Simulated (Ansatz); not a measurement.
## Geometry relaxation, with input and output: CH₆F₂OSi₂ (part 1 of 2)

- system: CH₆F₂OSi₂
- method: RKS PBE-D4/6-31G (Ansatz 0.2.0)

It belongs to a series of runs on one base structure; here: start relaxed. Figures and captions count atoms from 1; the log counts them from 0 in places.

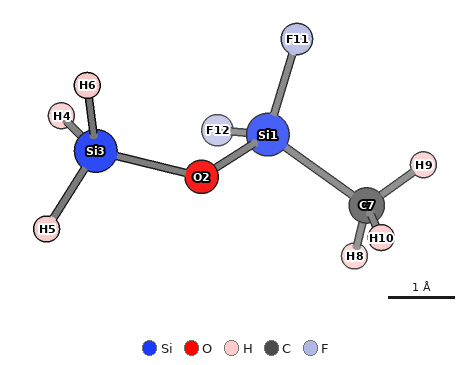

The starting structure (ball-and-stick view, seen at a tilt; atoms are numbered from 1 in the order of the input).

Input
```yaml
crystal:
  periodic: [false, false, false]
  atoms:
    - { symbol: Si, position_ang: [0.0, 0.0, 0.0] }
    - { symbol: O, position_ang: [0.0, 0.0, 1.68] }
    - { symbol: Si, position_ang: [-1.3147, -0.4067, 2.6436] }
    - { symbol: H, position_ang: [-2.239, -1.2403, 1.8804] }
    - { symbol: H, position_ang: [-0.8506, -1.1432, 3.8157] }
    - { symbol: H, position_ang: [-1.9987, 0.8095, 3.0733] }
    - { symbol: C, position_ang: [1.7634, 0.0, -0.6227] }
    - { symbol: H, position_ang: [2.1111, -1.0463, -0.7509] }
    - { symbol: H, position_ang: [1.8119, 0.5276, -1.5981] }
    - { symbol: H, position_ang: [2.4154, 0.5187, 0.1108] }
    - { symbol: F, position_ang: [-0.7489, 1.2974, -0.5295] }
    - { symbol: F, position_ang: [-0.7489, -1.2974, -0.5295] }
basis:
  gaussian: { orbitals: "6-31G" }
hamiltonian:
  xc: pbe
  dispersion: d4
relax:
  f_tol: 0.02
  max_steps: 40
output:
  orbitals: {}
```

Run on 1 thread of AMD EPYC (Zen 3), 16 GiB of memory available, shared host.

Launch command:
```bash
ansatz run input.yaml --threads 1 --pin off --max-ram 2048MiB --backend cpu --events-out ev --progress --plain --runs-dir out
```

Output
```
The last accepted step is kept in [file] (removed where the run ends without a failure and the disk answers)
Engine: ansatz 0.2.0, x86_64-unknown-linux-gnu
Functional definition: PBE
  parameter kappa = 0.804
  parameter beta = 0.06672455060314922
  exchange = pbe_x(kappa = kappa, mu = beta*pi^2/3)
  correlation = pbe_c(beta = beta)
916 factors; integrals over basis functions are off by at most 1.7e-4 eV
mean field evaluation 1: about -24340.8166 eV, gradient 8.0e1 eV
mean field evaluation 2: about -24303.9216 eV, gradient 1.5e2 eV
mean field evaluation 4: about -24353.0958 eV, gradient 7.7e0 eV
mean field evaluation 8: about -24353.1850 eV, gradient 1.9e-1 eV
mean field evaluation 16: about -24353.1851 eV, gradient 4.3e-5 eV
mean field -24353.18509277 eV, -894.9630449774 hartree, gradient 4.3e-5 eV, S^2 0.000000; 0 other end points of the search recorded, 0 dependent functions left out
the calculation of the forces begins
reference -24353.18513381 eV, -894.9630464859 hartree; 33, 33 occupied and 41, 41 virtual orbitals, 916 factors
relax step   1: F+E_penalty+E_count = -24353.45671281 eV  Δ(F+E_penalty+E_count) = +0.000e0 eV  max|allowed force component| = 4.846e0 eV/Å  Δτ_max = 0.0000 Å  (25 SCF iters, accepted)
these checks for a lower state are left out or cut short: starts, cluster_reference, orbital_swaps, neighbouring_geometries, increment
916 factors; integrals over basis functions are off by at most 1.6e-4 eV
mean field -24353.69229608 eV, -894.9816843553 hartree, gradient 2.5e-5 eV, S^2 0.000000; 0 other end points of the search recorded, 0 dependent functions left out
the calculation of the forces begins
reference -24353.69233761 eV, -894.9816858818 hartree; 33, 33 occupied and 41, 41 virtual orbitals, 916 factors
relax step   2: F+E_penalty+E_count = -24353.96280023 eV  Δ(F+E_penalty+E_count) = -5.061e-1 eV  max|allowed force component| = 2.653e0 eV/Å  Δτ_max = 0.1225 Å  (28 SCF iters, accepted)
these checks for a lower state are left out or cut short: starts, cluster_reference, orbital_swaps, neighbouring_geometries, increment
916 factors; integrals over basis functions are off by at most 1.6e-4 eV
mean field -24353.90762898 eV, -894.9895976937 hartree, gradient 2.4e-5 eV, S^2 0.000000; 0 other end points of the search recorded, 0 dependent functions left out
the calculation of the forces begins
reference -24353.90767100 eV, -894.9895992379 hartree; 33, 33 occupied and 41, 41 virtual orbitals, 916 factors
relax step   3: F+E_penalty+E_count = -24354.17442545 eV  Δ(F+E_penalty+E_count) = -2.116e-1 eV  max|allowed force component| = 5.799e-1 eV/Å  Δτ_max = 0.1687 Å  (28 SCF iters, accepted)
these checks for a lower state are left out or cut short: starts, cluster_reference, orbital_swaps, neighbouring_geometries, increment
916 factors; integrals over basis functions are off by at most 1.7e-4 eV
mean field evaluation 32: about -24353.9181 eV, gradient 2.5e-1 eV
mean field -24353.91214968 eV, -894.9897638261 hartree, gradient 6.8e-6 eV, S^2 0.000000; 0 other end points of the search recorded, 0 dependent functions left out
the calculation of the forces begins
reference -24353.91219177 eV, -894.9897653730 hartree; 33, 33 occupied and 41, 41 virtual orbitals, 916 factors
relax step   4: F+E_penalty+E_count = -24354.17656912 eV  Δ(F+E_penalty+E_count) = -2.144e-3 eV  max|allowed force component| = 9.536e-1 eV/Å  Δτ_max = 0.2000 Å  (28 SCF iters, accepted)
these checks for a lower state are left out or cut short: starts, cluster_reference, orbital_swaps, neighbouring_geometries, increment
916 factors; integrals over basis functions are off by at most 1.6e-4 eV
mean field -24353.94418610 eV, -894.9909411428 hartree, gradient 2.4e-5 eV, S^2 0.000000; 0 other end points of the search recorded, 0 dependent functions left out
the calculation of the forces begins
reference -24353.94422822 eV, -894.9909426907 hartree; 33, 33 occupied and 41, 41 virtual orbitals, 916 factors
relax step   5: F+E_penalty+E_count = -24354.20899877 eV  Δ(F+E_penalty+E_count) = -3.243e-2 eV  max|allowed force component| = 2.520e-1 eV/Å  Δτ_max = 0.0493 Å  (28 SCF iters, accepted)
these checks for a lower state are left out or cut short: starts, cluster_reference, orbital_swaps, neighbouring_geometries, increment
916 factors; integrals over basis functions are off by at most 1.6e-4 eV
mean field -24353.95183461 eV, -894.9912222204 hartree, gradient 1.9e-5 eV, S^2 0.000000; 0 other end points of the search recorded, 0 dependent functions left out
the calculation of the forces begins
reference -24353.95187691 eV, -894.9912237749 hartree; 33, 33 occupied and 41, 41 virtual orbitals, 916 factors
relax step   6: F+E_penalty+E_count = -24354.21536118 eV  Δ(F+E_penalty+E_count) = -6.362e-3 eV  max|allowed force component| = 6.641e-1 eV/Å  Δτ_max = 0.2000 Å  (29 SCF iters, accepted)
these checks for a lower state are left out or cut short: starts, cluster_reference, orbital_swaps, neighbouring_geometries, increment
916 factors; integrals over basis functions are off by at most 1.6e-4 eV
mean field -24353.96178913 eV, -894.9915880424 hartree, gradient 2.5e-5 eV, S^2 0.000000; 0 other end points of the search recorded, 0 dependent functions left out
the calculation of the forces begins
reference -24353.96183140 eV, -894.9915895957 hartree; 33, 33 occupied and 41, 41 virtual orbitals, 916 factors
relax step   7: F+E_penalty+E_count = -24354.22557116 eV  Δ(F+E_penalty+E_count) = -1.021e-2 eV  max|allowed force component| = 1.856e-1 eV/Å  Δτ_max = 0.0459 Å  (28 SCF iters, accepted)
these checks for a lower state are left out or cut short: starts, cluster_reference, orbital_swaps, neighbouring_geometries, increment
916 factors; integrals over basis functions are off by at most 1.6e-4 eV
mean field evaluation 64: about -24353.9643 eV, gradient 2.4e-5 eV
mean field -24353.96431050 eV, -894.9916807009 hartree, gradient 2.4e-5 eV, S^2 0.000000; 0 other end points of the search recorded, 0 dependent functions left out
the calculation of the forces begins
reference -24353.96435274 eV, -894.9916822532 hartree; 33, 33 occupied and 41, 41 virtual orbitals, 916 factors
relax step   8: F+E_penalty+E_count = -24354.22784899 eV  Δ(F+E_penalty+E_count) = -2.278e-3 eV  max|allowed force component| = 2.269e-2 eV/Å  Δτ_max = 0.0450 Å  (29 SCF iters, accepted)
these checks for a lower state are left out or cut short: starts, cluster_reference, orbital_swaps, neighbouring_geometries, increment
916 factors; integrals over basis functions are off by at most 1.6e-4 eV
mean field -24353.96471558 eV, -894.9916955875 hartree, gradient 2.4e-5 eV, S^2 0.000000; 0 other end points of the search recorded, 0 dependent functions left out
the calculation of the forces begins
reference -24353.96475782 eV, -894.9916971395 hartree; 33, 33 occupied and 41, 41 virtual orbitals, 916 factors
relax step   9: F+E_penalty+E_count = -24354.22814968 eV  Δ(F+E_penalty+E_count) = -3.007e-4 eV  max|allowed force component| = 6.380e-3 eV/Å  Δτ_max = 0.0200 Å  (28 SCF iters, accepted)
these checks for a lower state are left out or cut short: starts, cluster_reference, orbital_swaps, neighbouring_geometries, increment
916 factors; integrals over basis functions are off by at most 1.6e-4 eV
mean field -24353.96494897 eV, -894.9917041644 hartree, gradient 2.4e-5 eV, S^2 0.000000; 0 other end points of the search recorded, 0 dependent functions left out
the calculation of the forces begins
reference -24353.96499120 eV, -894.9917057162 hartree; 33, 33 occupied and 41, 41 virtual orbitals, 916 factors
relax step  10: F+E_penalty+E_count = -24354.22823765 eV  Δ(F+E_penalty+E_count) = -8.797e-5 eV  max|allowed force component| = 6.556e-3 eV/Å  Δτ_max = 0.0209 Å  (28 SCF iters, accepted)
916 factors; integrals over basis functions are off by at most 1.6e-4 eV
mean field evaluation 96: about -24353.9649 eV, gradient 5.1e-5 eV
```

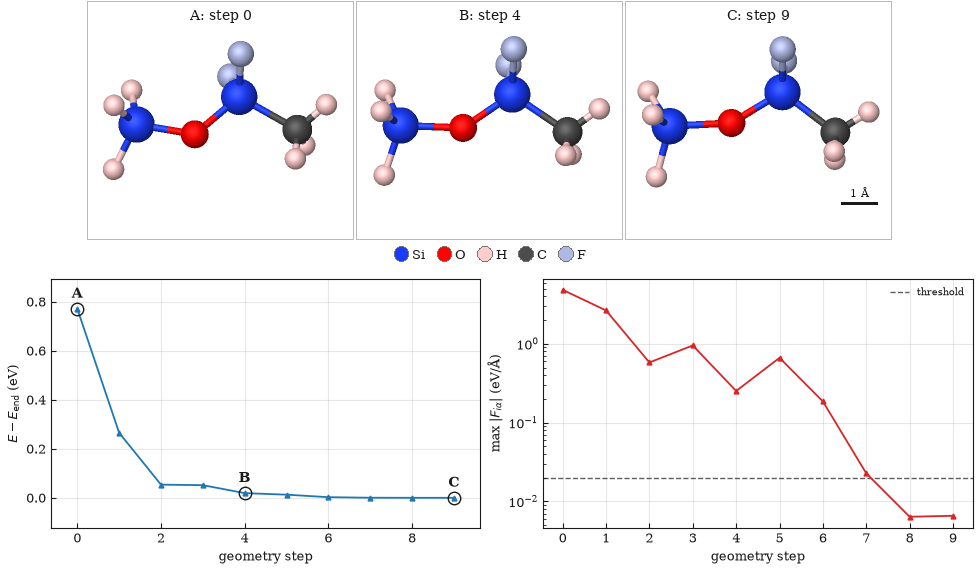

Frames of the relaxation (ball-and-stick view, seen on its broad side) above the curves, on which the letters mark them (the first geometry is step 0 here and step 1 in the log).

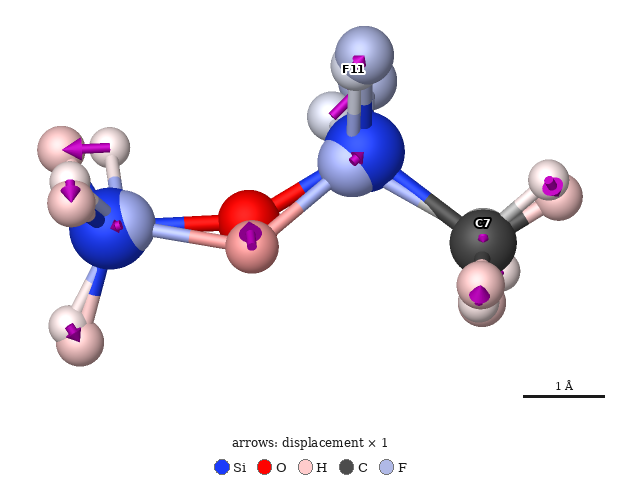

Start (faint) and end (solid) with the displacements as pink arrows, at true length (ball-and-stick view, seen on its broad side). The two geometries are laid on each other by the best rigid fit. The energy falls by 0.772 eV in 9 geometry steps. The largest force component goes from 4.8 to 0.0066 eV/Å. F12 moves most after the best rigid fit: 0.63 Å. Largest moves by element: F 0.63 Å, H 0.60 Å, O 0.50 Å, Si 0.21 Å, C 0.09 Å. Distances before and after: Si1–F11 1.589 → 1.699 Å, Si3–H4 1.460 → 1.514 Å, O2–Si3 1.680 → 1.729 Å, C7–H10 1.110 → 1.101 Å. Among the angles that change: Si1–O2–Si3 125.0° → 151.8°, F11–Si1–F12 109.5° → 103.9°, O2–Si3–H5 109.5° → 106.8°. (Atoms are counted from 1 in the order of the input.)

```
mean field -24353.96494897 eV, -894.9917041644 hartree, gradient 2.4e-5 eV, S^2 0.000000; 1 other end points of the search recorded, 0 dependent functions left out
the calculation of the forces begins
reference -24353.96499120 eV, -894.9917057162 hartree; 33, 33 occupied and 41, 41 virtual orbitals, 916 factors
Total energy: -24354.22827987 eV, -895.0013813965 hartree
Atom 0 at    -0.009001    -0.013262    -0.206045 Å, force    -0.002124     0.000643    -0.002666 eV/Å
Atom 1 at    -0.303417    -0.301820     1.415040 Å, force    -0.003278     0.000319     0.006556 eV/Å
Atom 2 at    -1.373463    -0.474859     2.762399 Å, force     0.005953     0.000022     0.000791 eV/Å
Atom 3 at    -2.605772    -1.257049     2.360692 Å, force     0.001921     0.000991     0.000478 eV/Å
Atom 4 at    -0.610886    -1.216161     3.834288 Å, force    -0.003136    -0.002323    -0.002443 eV/Å
Atom 5 at    -1.774756     0.895070     3.263276 Å, force     0.000666     0.000423    -0.003209 eV/Å
Atom 6 at     1.827809     0.030877    -0.561897 Å, force     0.006496    -0.001075    -0.001937 eV/Å
Atom 7 at     2.284629    -0.930528    -0.280156 Å, force    -0.004334     0.005062    -0.001698 eV/Å
Atom 8 at     2.015076     0.214945    -1.630636 Å, force    -0.001271    -0.000736     0.005499 eV/Å
Atom 9 at     2.303206     0.830831     0.026518 Å, force    -0.003907    -0.002676    -0.001303 eV/Å
Atom 10 at    -0.764265     1.437225    -0.666401 Å, force     0.001183    -0.000437    -0.001079 eV/Å
Atom 11 at    -0.788159    -1.195970    -1.143979 Å, force     0.001832    -0.000213     0.001010 eV/Å
Dipole moment:     0.370719    -0.064659     0.417317 e Å
```
